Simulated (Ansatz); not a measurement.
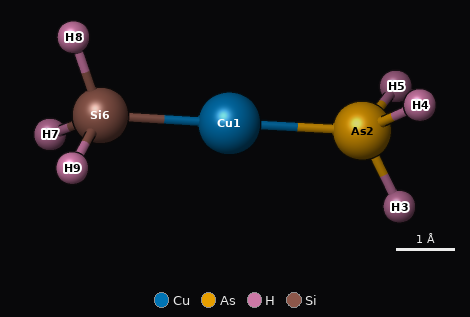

Fig. 1: The structure as given in the input (ball-and-stick view, seen at a tilt; atoms are numbered from 1 in the order of the input). Sticks mark near contacts. Bond lengths as drawn: As–Cu 2.36 Å, As–H 1.51 Å, Cu–Si 2.29 Å and H–Si 1.51 Å.

**What a change does: geometry relaxation on CuSiAsH6**

System: CuSiAsH6 (Cu(AsH3)(SiH3)), charge +1, multiplicity 2.
Method of the first run: UKS PBE0-D4/def2-SVP (Ansatz 0.2.0).

The geometry: PBE0-D4/def2-SVP start. Text and figures count atoms from 1; the logs count them from 0 in places.

### Input file, the first run
```yaml
crystal:
  periodic: [false, false, false]
  atoms:
    - {symbol: Cu, position_ang: [-0.002298, -0.012943, -0.077491]}
    - {symbol: As, position_ang: [-0.007536, -0.029722, 2.284823]}
    - {symbol: H, position_ang: [0.823065, -1.036142, 3.048885]}
    - {symbol: H, position_ang: [-1.294942, -0.247284, 3.047571]}
    - {symbol: H, position_ang: [0.447095, 1.192294, 3.050517]}
    - {symbol: Si, position_ang: [0.006697, 0.024901, -2.369836]}
    - {symbol: H, position_ang: [1.330760, 0.406984, -2.982712]}
    - {symbol: H, position_ang: [-0.972449, 0.995357, -2.981612]}
    - {symbol: H, position_ang: [-0.330412, -1.293454, -3.020135]}
basis:
  gaussian: {orbitals: def2-SVP}
total_charge: 1
magnetization: {spin_polarized: true, initial_magnetization: 1}
hamiltonian: {xc: pbe0, dispersion: d4}
scf: {lower_state_search: "off"}
output: {orbitals: {seedname: orbitals}}
relax: {f_tol: 0.02, max_steps: 100}
```

Command:
```bash
ansatz run in.yaml --threads 4 --pin off --events-out ev --progress --plain --max-ram 3916MiB
```

Hardware: 4 threads of Arm Neoverse V2, 95 GiB of memory available, shared host.

### Output, shortened to warnings, some set-up lines, iterations and results (the first run)
```
[...]
mean field evaluation 1: about -113403.2664 eV, gradient 6.1e1 eV
mean field evaluation 2: about -112516.5161 eV, gradient 3.0e2 eV
mean field evaluation 4: about -113415.3510 eV, gradient 4.8e0 eV
mean field evaluation 8: about -113415.5406 eV, gradient 5.7e-1 eV
mean field evaluation 16: about -113415.5719 eV, gradient 5.2e-4 eV
relax step   1: F+E_penalty+E_count = -113415.70565178 eV  Δ(F+E_penalty+E_count) = +0.000e0 eV  max|allowed force component| = 2.821e0 eV/Å  Δτ_max = 0.0000 Å  (18 SCF …
relax step   2: F+E_penalty+E_count = -113416.05440923 eV  Δ(F+E_penalty+E_count) = -3.488e-1 eV  max|allowed force component| = 8.567e-1 eV/Å  Δτ_max = 0.1949 Å  (26 SCF …
mean field evaluation 32: about -113415.9367 eV, gradient 1.4e0 eV
relax step   3: F+E_penalty+E_count = -113416.10810043 eV  Δ(F+E_penalty+E_count) = -5.369e-2 eV  max|allowed force component| = 3.789e-1 eV/Å  Δτ_max = 0.0270 Å  (24 SCF …
relax step   4: F+E_penalty+E_count = -113416.12090724 eV  Δ(F+E_penalty+E_count) = -1.281e-2 eV  max|allowed force component| = 5.465e-2 eV/Å  Δτ_max = 0.0264 Å  (24 SCF …
relax step   5: F+E_penalty+E_count = -113416.12117573 eV  Δ(F+E_penalty+E_count) = -2.685e-4 eV  max|allowed force component| = 1.082e-2 eV/Å  Δτ_max = 0.0051 Å  (17 SCF …
Total energy: -113416.12121785 eV, -4167.9655785478 hartree
Atom 0 at    -0.002065    -0.011791    -0.083311 Å, force     0.000125     0.000560    -0.000186 eV/Å
Atom 1 at    -0.006848    -0.026465     2.280632 Å, force     0.000027     0.000156     0.010823 eV/Å
Atom 2 at     0.841660    -1.058223     2.970179 Å, force    -0.000188     0.000045    -0.001256 eV/Å
Atom 3 at    -1.323514    -0.251710     2.970292 Å, force     0.000203    -0.000074    -0.001153 eV/Å
Atom 4 at     0.457469     1.220005     2.981136 Å, force    -0.000092    -0.000340    -0.000581 eV/Å
Atom 5 at     0.007361     0.027838    -2.549315 Å, force    -0.000091    -0.000365     0.000429 eV/Å
Atom 6 at     1.409643     0.426387    -2.843601 Å, force     0.004181     0.001312    -0.002712 eV/Å
Atom 7 at    -1.032310     1.050108    -2.842419 Å, force    -0.003046     0.003119    -0.002716 eV/Å
Atom 8 at    -0.351418    -1.376158    -2.883583 Å, force    -0.001119    -0.004414    -0.002649 eV/Å
Dipole moment:     0.000693     0.002664    -0.232698 e Å
Checks for a lower state left out: stability, starts, cluster_reference, orbital_swaps, neighbouring_geometries, increment
```

The input of the second run differs as follows (lines with − go, lines with + come):
```diff
-  gaussian: {orbitals: def2-SVP}
-total_charge: 1
+  gaussian: {orbitals: def2-SVPD}
+total_charge: -1
```

Predict how the results change.

The total energies belong to different systems, so their difference says nothing on which is more stable or more accurate. The HOMO goes from −12.00 to 0.74 eV. The LUMO goes from −8.95 to 2.96 eV. The basis functions go from 111 to 144. On the same kind of shared host the second run took about 5.7 times as long.

### Output, shortened to warnings, some set-up lines, iterations and results (the second run)
```
[...]
mean field evaluation 1: about -113417.8524 eV, gradient 4.4e1 eV
mean field evaluation 2: about -113405.8363 eV, gradient 7.3e1 eV
mean field evaluation 4: about -113423.4111 eV, gradient 3.6e0 eV
mean field evaluation 8: about -113423.5170 eV, gradient 2.9e-1 eV
mean field evaluation 16: about -113423.5191 eV, gradient 2.1e-2 eV
[... 15 lines ...]
relax step  12: F+E_penalty+E_count = -113424.16157232 eV  Δ(F+E_penalty+E_count) = -7.060e-4 eV  max|allowed force component| = 6.754e-2 eV/Å  Δτ_max = 0.0827 Å  (23 SCF …
relax step  13: F+E_penalty+E_count = -113424.16291680 eV  Δ(F+E_penalty+E_count) = -1.344e-3 eV  max|allowed force component| = 3.795e-2 eV/Å  Δτ_max = 0.0202 Å  (24 SCF …
relax step  14: F+E_penalty+E_count = -113424.16321139 eV  Δ(F+E_penalty+E_count) = -2.946e-4 eV  max|allowed force component| = 2.500e-2 eV/Å  Δτ_max = 0.0167 Å  (24 SCF …
mean field evaluation 160: about -113423.9773 eV, gradient 1.8e-4 eV
relax step  15: F+E_penalty+E_count = -113424.16344724 eV  Δ(F+E_penalty+E_count) = -2.359e-4 eV  max|allowed force component| = 1.388e-2 eV/Å  Δτ_max = 0.0388 Å  (24 SCF …
Total energy: -113424.16349706 eV, -4168.2611268576 hartree
Atom 0 at     0.456663     0.089193    -0.085307 Å, force    -0.002276    -0.000119     0.003040 eV/Å
Atom 1 at    -0.211435    -0.051718     2.245158 Å, force     0.001756    -0.001420     0.009277 eV/Å
Atom 2 at     0.701666    -1.059279     2.924157 Å, force    -0.002381     0.003984    -0.002957 eV/Å
Atom 3 at    -1.359226    -0.252782     3.542518 Å, force    -0.002090    -0.002196    -0.000315 eV/Å
Atom 4 at     0.368237     1.147770     2.976448 Å, force     0.002681    -0.001022    -0.007021 eV/Å
Atom 5 at     0.089501     0.044584    -2.375792 Å, force     0.002569     0.006560    -0.013880 eV/Å
Atom 6 at     1.264040     0.403369    -3.276585 Å, force    -0.005903    -0.001398     0.004905 eV/Å
Atom 7 at    -0.981863     0.962387    -2.954390 Å, force     0.005797    -0.005252     0.005432 eV/Å
Atom 8 at    -0.327605    -1.283533    -2.996196 Å, force    -0.000154     0.000862     0.001519 eV/Å
Dipole moment:     0.040133     0.004402     0.675096 e Å
Checks for a lower state left out: stability, starts, cluster_reference, orbital_swaps, neighbouring_geometries, increment
```

### The two runs side by side

| quantity | the first run | the second run |
| --- | --- | --- |
| outcome | converged | converged |
| total energy (hartree) | −4167.965579 | −4168.261127 |
| HOMO (eV) | −12.00 | 0.74 |
| LUMO (eV) | −8.95 | 2.96 |
| ⟨S²⟩ | 0.755 | 0.759 |
| largest force (eV/Å) | 0.011 | 0.016 |
| basis functions | 111 | 144 |
| wall time (shared host) | 13 s | 75 s |

For the second run: The highest filled orbital lies above zero: either the extra electron isn't bound at this level, or the self-interaction error of the functional lifts the level.
